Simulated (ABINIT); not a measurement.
**A GW chain in ABINIT: SrTiO3 (I4/mcm)**

Aim: the G0W0 gap of SrTiO3 (I4/mcm) on PBE, step by step.

Method: PBE and many-body steps on it, plane waves, in ABINIT 10.8.3.

## (1) Starting point

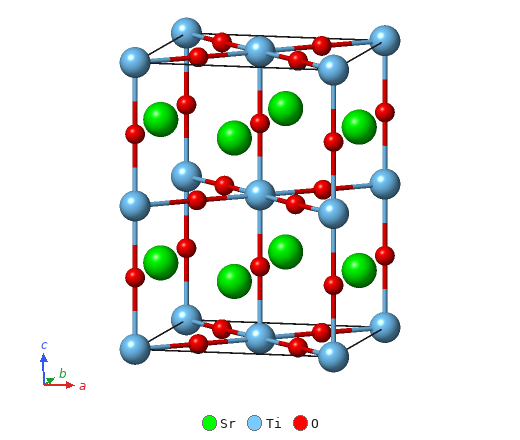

Start, viewed slightly off an axis; strontium green, titanium blue, oxygen red. This picture shows the conventional cell, with its axes. Some periodic images of atoms are drawn too.

The cell and positions come from the Crystallography Open Database and are kept as given unless a step says otherwise.

## (2) Ground state

This step: ABINIT 10.8.3; DFT, PBE, plane waves, norm-conserving pseudopotentials.

The ground-state density comes first.

run.abi reads:

```
acell 3*1.0 Angstrom
rprim 
  -2.755500000000 2.755500000000 3.898000000000
  2.755500000000 -2.755500000000 3.898000000000
  2.755500000000 2.755500000000 -3.898000000000
ntypat 3
znucl 38 22 8
natom 10
typat 1 1 2 2 3 3 3 3 3 3
xred 
  0.750000000000 0.250000000000 0.500000000000
  0.250000000000 0.750000000000 0.500000000000
  0.000000000000 0.000000000000 0.000000000000
  0.500000000000 0.500000000000 0.000000000000
  0.250000000000 0.250000000000 0.000000000000
  0.750000000000 0.750000000000 0.000000000000
  0.745100000000 0.245100000000 0.990200000000
  0.245100000000 0.254900000000 0.500000000000
  0.254900000000 0.754900000000 0.009800000000
  0.754900000000 0.745100000000 0.500000000000
pp_dirpath "pseudos"
pseudos "Sr.upf, Ti.upf, O.upf"
ecut 38
ngkpt 6 6 6
nshiftk 1
shiftk 0 0 0
kptopt 1
chksymbreak 0
nband 49
occopt 1
tolvrs 1e-10
nstep 60
prtwf 0
optforces 0
optstress 0
indata_prefix "in"
outdata_prefix "out"
tmpdata_prefix "tmp"
```

On the command line:

```console
$ OMP_NUM_THREADS=1 mpirun -n 16 abinit run.abi > log
```

Numbers of over 12 decimals in the logs are rounded to 6 here.

Log:

```text
.Version 10.8.3 of ABINIT. v10.8.2 released Aug 2026.

 Symmetries : space group I4/m c m (#140); Bravais tI (body-center tetrag.)
================================================================================
 Values of the parameters that define the memory need of the present run
     intxc =       0    ionmov =       0      iscf =       7    lmnmax =       6
     lnmax =       6     mgfft =      60  mpssoang =       3    mqgrid =    3001
     natom =      10  nloc_mem =       1    nspden =       1   nspinor =       1
    nsppol =       1      nsym =      16    n1xccc =    2501    ntypat =       3
    occopt =       1   xclevel =       2
-    mband =          49        mffmem =           1         mkmem =           2
       mpw =        8977          nfft =      216000          nkpt =          30
================================================================================
  Rough estimation (10% accuracy) of disk space for files :
================================================================================

--------------------------------------------------------------------------------
------------- Echo of variables that govern the present computation ------------
--------------------------------------------------------------------------------
 -outvars: echo values of preprocessed input variables --------
            acell      1.8897261259E+00  1.8897261259E+00  1.8897261259E+00 Bohr

      chksymbreak           0
             ecut      3.80000000E+01 Hartree
-          fftalg         312

              ixc     -101130
              kpt      0.00000000E+00  0.00000000E+00  0.00000000E+00
                       1.66666667E-01  0.00000000E+00  0.00000000E+00
                       3.33333333E-01  0.00000000E+00  0.00000000E+00
                       5.00000000E-01  0.00000000E+00  0.00000000E+00
                       1.66666667E-01  1.66666667E-01  0.00000000E+00
                       3.33333333E-01  1.66666667E-01  0.00000000E+00
                       5.00000000E-01  1.66666667E-01  0.00000000E+00
                      -3.33333333E-01  1.66666667E-01  0.00000000E+00
                      -1.66666667E-01  1.66666667E-01  0.00000000E+00
   [... 19 further rows ...]
                      -3.33333333E-01 -3.33333333E-01  3.33333333E-01
                       5.00000000E-01  5.00000000E-01  5.00000000E-01
         kptrlatt        6    0    0      0    6    0      0    0    6
          kptrlen      6.24856841E+01
P           mkmem           2
            natom          10
            nband          49
            ngfft          60      60      60
             nkpt          30
            nstep          60
             nsym          16
           ntypat           3
              occ      2.000000  2.000000  2.000000  2.000000  2.000000  2.000000
                       2.000000  2.000000  2.000000  2.000000  2.000000  2.000000
                       2.000000  2.000000  2.000000  2.000000  2.000000  2.000000
                       2.000000  2.000000  2.000000  2.000000  2.000000  2.000000
                       2.000000  2.000000  2.000000  2.000000  2.000000  2.000000
                       2.000000  2.000000  2.000000  2.000000  2.000000  2.000000
                       2.000000  2.000000  2.000000  2.000000  0.000000  0.000000
                       0.000000  0.000000  0.000000  0.000000  0.000000  0.000000
                       0.000000
        optforces           0
        optstress           0
            prtwf           0
            rprim     -2.7555000000E+00  2.7555000000E+00  3.8980000000E+00
[...]
spgroup         140

           tolvrs      1.00000000E-10

             xred      7.5000000000E-01  2.5000000000E-01  5.0000000000E-01
[...]
znucl       38.00000   22.00000    8.00000

================================================================================

 chkinp: Checking input parameters for consistency.

================================================================================
== DATASET  1 ==================================================================
-   mpi_nproc: 16, omp_nthreads: 1 (-1 if OMP is not activated)

--- !DatasetInfo
iteration_state: {dtset: 1, }
dimensions: {natom: 10, nkpt: 30, mband: 49, nsppol: 1, nspinor: 1, nspden: 1, mpw: 8977, }
cutoff_energies: {ecut:  38.0, pawecutdg:  -1.0, }
electrons: {nelect:   8.00000000E+01, charge:   0.00000000E+00, occopt:   1.00000000E+00, tsmear:   1.00000000E-02, }

 Real(R)+Recip(G) space primitive vectors, cartesian coordinates (Bohr,Bohr^-1):
 R(1)= -5.2071403  5.2071403  7.3661524  G(1)=  0.0000000  0.0960220  0.0678780
 R(2)=  5.2071403 -5.2071403  7.3661524  G(2)=  0.0960220  0.0000000  0.0678780
 R(3)=  5.2071403  5.2071403 -7.3661524  G(3)=  0.0960220  0.0960220  0.0000000
 Unit cell volume ucvol=  7.9891258E+02 bohr^3
 Angles (23,13,12)=  1.20009630E+02  1.20009630E+02  8.99833214E+01 degrees

 getcut: wavevector=  0.0000  0.0000  0.0000  ngfft=  60  60  60
         ecut(hartree)=     38.000   => boxcut(ratio)=   2.07588

--- Pseudopotential description ------------------------------------------------
- Sr Generated using ONCVPSP code by D. R. Hamann
- 38.00000  10.00000  171031                  znucl, zion, pspdat
12 -101130 2 -1 1834                          pspcod,pspxc,lmax,lloc,mmax
     nproj     2     2     2
[...]
7.37757752E+03                                ecore*ucvol(ha*bohr**3)
--------------------------------------------------------------------------------

_setup2: Arith. and geom. avg. npw (full set) are    8940.051    8940.038

================================================================================

--- !BeginCycle
iteration_state: {dtset: 1, }
solver: {iscf: 7, nstep: 60, nline: 4, wfoptalg: 0, }
tolerances: {tolvrs: 1.00E-10, }

     iter   Etot(hartree)      deltaE(h)  residm     vres2
 ETOT  1  -285.90325348143    -2.859E+02 1.297E-01 4.425E+03
 ETOT  2  -271.37975170704     1.452E+01 1.405E-01 6.768E+04
 ETOT  3  -286.94207438166    -1.556E+01 3.382E-02 9.696E+02
 ETOT  4  -286.97839743414    -3.632E-02 9.557E-03 5.948E+02
 ETOT  5  -287.05341203928    -7.501E-02 1.428E-02 1.635E+02
 ETOT  6  -287.07453129773    -2.112E-02 8.943E-03 3.795E+01
 ETOT  7  -287.07934359643    -4.812E-03 8.251E-03 9.723E+00
 ETOT  8  -287.08060255173    -1.259E-03 4.318E-03 2.350E+00
 ETOT  9  -287.08100191875    -3.994E-04 6.027E-03 9.541E-02
 ETOT 10  -287.08101889287    -1.697E-05 2.654E-03 1.861E-03
 ETOT 11  -287.08101918415    -2.913E-07 4.109E-03 1.261E-04
 ETOT 12  -287.08101920937    -2.522E-08 9.427E-03 1.663E-05
 ETOT 13  -287.08101921252    -3.150E-09 2.681E-03 1.390E-07
 ETOT 14  -287.08101921254    -2.370E-11 1.657E-03 3.972E-09
 ETOT 15  -287.08101921255    -1.160E-11 2.094E-03 2.349E-09
 ETOT 16  -287.08101921254     1.387E-11 1.716E-03 2.232E-11

 At SCF step   16       vres2   =  2.23E-11 < tolvrs=  1.00E-10 =>converged.

--- !ResultsGS
iteration_state: {dtset: 1, }
comment   : Summary of ground state results
lattice_vectors:
- [ -5.2071403,   5.2071403,   7.3661524, ]
- [  5.2071403,  -5.2071403,   7.3661524, ]
- [  5.2071403,   5.2071403,  -7.3661524, ]
lattice_lengths: [  10.41580,   10.41580,   10.41580, ]
lattice_angles: [120.010, 120.010,  89.983, ] # degrees, (23, 13, 12)
lattice_volume:   7.9891258E+02
convergence: {deltae:  1.387E-11, res2:  2.232E-11, residm:  1.716E-03, diffor:  0.000E+00, }
etotal    :  -2.87081019E+02
entropy   :   0.00000000E+00
fermie    :   2.56805422E-01
cartesian_stress_tensor: null
pressure_GPa: null
xred      :
- [  7.5000E-01,   2.5000E-01,   5.0000E-01, Sr]
- [  2.5000E-01,   7.5000E-01,   5.0000E-01, Sr]
- [  0.0000E+00,   0.0000E+00,   0.0000E+00, Ti]
- [  5.0000E-01,   5.0000E-01,  -9.8854E-18, Ti]
- [  2.5000E-01,   2.5000E-01,  -4.9427E-18,  O]
- [  7.5000E-01,   7.5000E-01,  -1.4828E-17,  O]
- [  7.4510E-01,   2.4510E-01,   9.9020E-01,  O]
- [  2.4510E-01,   2.5490E-01,   5.0000E-01,  O]
- [  2.5490E-01,   7.5490E-01,   9.8000E-03,  O]
- [  7.5490E-01,   7.4510E-01,   5.0000E-01,  O]
cartesian_forces: null
force_length_stats: {min: null, max: null, mean: null, }

 Integrated electronic density in atomic spheres:
 ------------------------------------------------
 Atom  Sphere_radius  Integrated_density
[...]
================================================================================

 ----iterations are completed or convergence reached----

 Mean square residual over all n,k,spin=   10.928E-06; max=  17.158E-04
 reduced coordinates (array xred) for   10 atoms
[...]
0.750000000000      0.750000000000     -0.000000000000
       0.745100000000      0.245100000000      0.990200000000
       0.245100000000      0.254900000000      0.500000000000
       0.254900000000      0.754900000000      0.009800000000
       0.754900000000      0.745100000000      0.500000000000
 rms dE/dt=  0.0000E+00; max dE/dt=  0.0000E+00; dE/dt below (all hartree)
    1       0.000000000000      0.000000000000      0.000000000000
    2       0.000000000000      0.000000000000      0.000000000000
    3       0.000000000000      0.000000000000      0.000000000000
    4       0.000000000000      0.000000000000      0.000000000000
    5       0.000000000000      0.000000000000      0.000000000000
    6       0.000000000000      0.000000000000      0.000000000000
    7       0.000000000000      0.000000000000      0.000000000000
    8       0.000000000000      0.000000000000      0.000000000000
    9       0.000000000000      0.000000000000      0.000000000000
   10       0.000000000000      0.000000000000      0.000000000000

 cartesian coordinates (angstrom) at end:
[...]
6      0.000000    -0.000000     5.847000
    7      1.350746     4.106246     0.000000
    8      1.404754     1.350746     0.000000
    9      1.404754    -1.350746     3.898000
   10      1.350746     1.404754     3.898000
 length scales=  1.889726125908  1.889726125908  1.889726125908 bohr
              =  1.000000000000  1.000000000000  1.000000000000 angstroms
 prteigrs : about to open file out_EIG
 Fermi (or HOMO) energy (hartree) =   0.25681   Average Vxc (hartree)=  -0.42160
 Eigenvalues (hartree) for nkpt=  30  k points:
 kpt#   1, nband= 49, wtk=  0.00463, kpt=  0.0000  0.0000  0.0000 (reduced coord)
  -1.81473   -1.81456   -0.94545   -0.94545   -0.94545   -0.94457   -0.94300   -0.94299
  -0.94299   -0.94226   -0.38175   -0.34575   -0.34551   -0.33182   -0.33182   -0.33176
  -0.29277   -0.29277   -0.29244   -0.28276   -0.28269   -0.28269    0.08666    0.10327
   0.10332    0.11995    0.12000    0.12000    0.15348    0.15352    0.15352    0.21365
   0.21373    0.21373    0.24398    0.24399    0.24399    0.25659    0.25681    0.25681
   0.32754    0.32754    0.32757    0.41875    0.41981    0.42433    0.42434    0.42540
   0.45800
 prteigrs : prtvol=0 or 1, do not print more k-points.

--- !EnergyTerms
iteration_state     : {dtset: 1, }
comment             : Components of total free energy in Hartree
kinetic             :  1.30980239778803E+02
hartree             :  6.02197850257882E+01
xc                  : -5.95655206460736E+01
Ewald energy        : -2.12942610956815E+02
psp_core            :  9.23452417509253E+00
local_psp           : -2.11539864014704E+02
non_local_psp       : -3.46757257462776E+00
total_energy        : -2.87081019212537E+02
total_energy_eV     : -7.81187249768223E+03
band_energy         : -2.38503161379354E+01

== END DATASET(S) ==============================================================
================================================================================

 -outvars: echo values of variables after computation  --------
           etotal     -2.8708101921E+02
            nband          49
             nkpt          30
          spgroup         140
 [... the other variables as echoed above ...]

 Calculation completed.
```

It took 2.2 min on 16 MPI ranks of Arm Neoverse N1, shared host; peak memory 1.9 GiB.

This step gave:

```yaml
total_energy: -7811.8725 eV
gap: 1.925 eV
k_of_the_valence_top: 0, 0, 0
k_of_the_conduction_bottom: 0, 0, 0
least_direct_gap: 1.925 eV
```

The gap is direct, at Γ.

## (3) Empty states on the mesh, 4×4×4 mesh, 431 bands

The sums over transitions need many empty states on a uniform mesh; this step solves for them.

run.abi, as its differences from that of step 2:

```diff
@@ -23,3 +23,3 @@
 ecut 38
-ngkpt 6 6 6
+ngkpt 4 4 4
 nshiftk 1
@@ -28,9 +28,10 @@
 chksymbreak 0
-nband 49
-occopt 1
-tolvrs 1e-10
+iscf -2
+irdden 1
+istwfk *1
+nband 431
+nbdbuf 38
+tolwfr 1e-09
 nstep 60
-prtwf 0
-optforces 0
-optstress 0
+prtvol 0
 indata_prefix "in"
```

Log:

```text
.Version 10.8.3 of ABINIT. v10.8.2 released Aug 2026.

 Symmetries : space group I4/m c m (#140); Bravais tI (body-center tetrag.)
[... echo of the input left out ...]
== DATASET  1 ==================================================================
-   mpi_nproc: 16, omp_nthreads: 1 (-1 if OMP is not activated)
-    --> not optimal distribution: autoparal keyword recommended in input file <--

--- !DatasetInfo
iteration_state: {dtset: 1, }
dimensions: {natom: 10, nkpt: 13, mband: 431, nsppol: 1, nspinor: 1, nspden: 1, mpw: 8964, }
cutoff_energies: {ecut:  38.0, pawecutdg:  -1.0, }
electrons: {nelect:   8.00000000E+01, charge:   0.00000000E+00, occopt:   1.00000000E+00, tsmear:   1.00000000E-02, }

 Real(R)+Recip(G) space primitive vectors, cartesian coordinates (Bohr,Bohr^-1):
 R(1)= -5.2071403  5.2071403  7.3661524  G(1)=  0.0000000  0.0960220  0.0678780
 R(2)=  5.2071403 -5.2071403  7.3661524  G(2)=  0.0960220  0.0000000  0.0678780
 R(3)=  5.2071403  5.2071403 -7.3661524  G(3)=  0.0960220  0.0960220  0.0000000
 Unit cell volume ucvol=  7.9891258E+02 bohr^3
 Angles (23,13,12)=  1.20009630E+02  1.20009630E+02  8.99833214E+01 degrees

 getcut: wavevector=  0.0000  0.0000  0.0000  ngfft=  60  60  60
         ecut(hartree)=     38.000   => boxcut(ratio)=   2.07588

--- Pseudopotential description ------------------------------------------------
- Sr Generated using ONCVPSP code by D. R. Hamann
- 38.00000  10.00000  171031                  znucl, zion, pspdat
12 -101130 2 -1 1834                          pspcod,pspxc,lmax,lloc,mmax
     nproj     2     2     2
  pspatm : epsatm=   12.84204793
         --- l  ekb(1:nproj) -->
             0    9.951127    1.027824
             1    7.382610    1.665143
             2    4.168853    0.950057
 pspatm: atomic psp has been read  and splines computed

- Ti Generated using ONCVPSP code by D. R. Hamann
- 22.00000  12.00000  171031                  znucl, zion, pspdat
12 -101130 2 -1 1586                          pspcod,pspxc,lmax,lloc,mmax
     nproj     2     2     2
  pspatm : epsatm=   14.68144553
         --- l  ekb(1:nproj) -->
[...]
pspatm: atomic psp has been read  and splines computed

- O Generated using ONCVPSP code by D. R. Hamann
-  8.00000   6.00000  171031                  znucl, zion, pspdat
12 -101130 2 -1 936                           pspcod,pspxc,lmax,lloc,mmax
     nproj     2     2     1
  pspatm : epsatm=    6.19545534
         --- l  ekb(1:nproj) -->
[...]
2   -1.331955
 pspatm: atomic psp has been read  and splines computed

--------------------------------------------------------------------------------

================================================================================
 prteigrs : about to open file out_EIG
 Non-SCF case, kpt    1 (  0.00000  0.00000  0.00000), residuals and eigenvalues=
[...]
-9.4300E-01 -9.4299E-01 -9.4299E-01 -9.4226E-01 -3.8175E-01 -3.4575E-01
 -3.4551E-01 -3.3182E-01 -3.3182E-01 -3.3176E-01 -2.9277E-01 -2.9277E-01
[...]
4.4446E+00  4.4459E+00  4.4459E+00  4.4560E+00  4.4730E+00  4.4738E+00
  4.4738E+00  4.5084E+00  4.5090E+00  4.5128E+00  4.5201E+00  4.5701E+00
  4.5705E+00  4.5723E+00  4.5771E+00  4.5918E+00  4.6211E+00
 prteigrs : prtvol=0 or 1, do not print more k-points.

--- !ResultsGS
iteration_state: {dtset: 1, }
comment   : Summary of ground state results
lattice_vectors:
- [ -5.2071403,   5.2071403,   7.3661524, ]
- [  5.2071403,  -5.2071403,   7.3661524, ]
- [  5.2071403,   5.2071403,  -7.3661524, ]
lattice_lengths: [  10.41580,   10.41580,   10.41580, ]
lattice_angles: [120.010, 120.010,  89.983, ] # degrees, (23, 13, 12)
lattice_volume:   7.9891258E+02
convergence: {deltae:  0.000E+00, res2:  0.000E+00, residm:  9.979E-10, diffor:  0.000E+00, }
etotal    :  -2.87081019E+02
entropy   :   0.00000000E+00
fermie    :   2.56805422E-01
cartesian_stress_tensor: null
pressure_GPa: null
xred      :
- [  7.5000E-01,   2.5000E-01,   5.0000E-01, Sr]
- [  2.5000E-01,   7.5000E-01,   5.0000E-01, Sr]
- [  0.0000E+00,   0.0000E+00,   0.0000E+00, Ti]
- [  5.0000E-01,   5.0000E-01,  -9.8854E-18, Ti]
- [  2.5000E-01,   2.5000E-01,  -4.9427E-18,  O]
- [  7.5000E-01,   7.5000E-01,  -1.4828E-17,  O]
- [  7.4510E-01,   2.4510E-01,   9.9020E-01,  O]
- [  2.4510E-01,   2.5490E-01,   5.0000E-01,  O]
- [  2.5490E-01,   7.5490E-01,   9.8000E-03,  O]
- [  7.5490E-01,   7.4510E-01,   5.0000E-01,  O]
cartesian_forces: null
force_length_stats: {min: null, max: null, mean: null, }

 Integrated electronic density in atomic spheres:
 ------------------------------------------------
 Atom  Sphere_radius  Integrated_density
[...]
================================================================================

 ----iterations are completed or convergence reached----

 Mean square residual over all n,k,spin=   42.805E-11; max=  99.793E-11
 reduced coordinates (array xred) for   10 atoms
[...]
0.254900000000      0.754900000000      0.009800000000
       0.754900000000      0.745100000000      0.500000000000

 cartesian coordinates (angstrom) at end:
    1     -0.000000     2.755500     1.949000
    2      2.755500     0.000000     1.949000
    3      0.000000     0.000000     0.000000
[...]
9      1.404754    -1.350746     3.898000
   10      1.350746     1.404754     3.898000
 length scales=  1.889726125908  1.889726125908  1.889726125908 bohr
              =  1.000000000000  1.000000000000  1.000000000000 angstroms
 prteigrs : about to open file out_EIG
 Eigenvalues (hartree) for nkpt=  13  k points:
 kpt#   1, nband=431, wtk=  0.01563, kpt=  0.0000  0.0000  0.0000 (reduced coord)
[...]
4.43709    4.43755    4.43755    4.44308    4.44308    4.44309    4.44464    4.44591
   4.44591    4.45598    4.47301    4.47379    4.47379    4.50838    4.50902    4.51275
   4.52007    4.57012    4.57050    4.57234    4.57708    4.59182    4.62107
 prteigrs : prtvol=0 or 1, do not print more k-points.

== END DATASET(S) ==============================================================
================================================================================

 -outvars: echo values of variables after computation  --------
            nband         431
             nkpt          13
          spgroup         140
 [... the other variables as echoed above ...]

 Calculation completed.
```

Wall time 11 min (16 MPI ranks); peak memory 2.2 GiB; 2.9 h of CPU time.

This step gave:

* gap: 1.925 eV
* k of the valence top: 0, 0, 0
* k of the conduction bottom: 0, 0, 0
* least direct gap: 1.925 eV
* k points computed: 13
* lowest point of the top converged band, above the valence top: 108.6812 eV

On this mesh the gap is 1.925 eV.

(Part 1 of 2 ends here.)

[Paths, hosts, dates, memory and timing lines, banners, echoed tables and standing remarks are left out of the program output.]

[Logs are printed without paths, hosts, clocks, repeated set-up lines and the standing remarks that a program may print on its own settings, such as how far it seeks lower states.]

[Runs of the session that timed out or met a known fault of the program may be left out.]

[Hosts, paths, dates, database ids (printed as entryN), source tags and the programs' standing remarks are cut or masked in the printed files.]

[G0W0 gaps are taken among the corrected bands and points alone; a level outside them can change the order at an edge.]

[Where Ansatz stands beside ABINIT at settings called matched, ABINIT's density can come from a denser mesh and the files from another edition; pairs whose starting gaps differed by over 0.03 eV were left out, so agreement reads better than it is.]
